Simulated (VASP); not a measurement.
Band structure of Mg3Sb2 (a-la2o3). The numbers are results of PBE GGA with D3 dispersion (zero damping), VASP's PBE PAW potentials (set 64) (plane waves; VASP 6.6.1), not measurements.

Unless said otherwise, spin-orbit coupling is left out, though it shifts the bands of the heavy elements here.

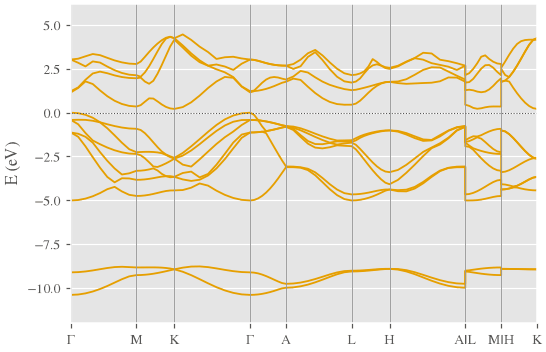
*Bands along high-symmetry lines, zero at the valence-band maximum or, without a gap, the Fermi level*

Problem. Read the plot: is there a gap, and where are the band edges?

Solution. The gap is indirect, 0.22 eV, from the valence maximum at Γ to the conduction minimum at K. (Edges off the drawn lines would not show.)

The compound is Mg3Sb2 in the a-la2o3 structure. It was relaxed first.
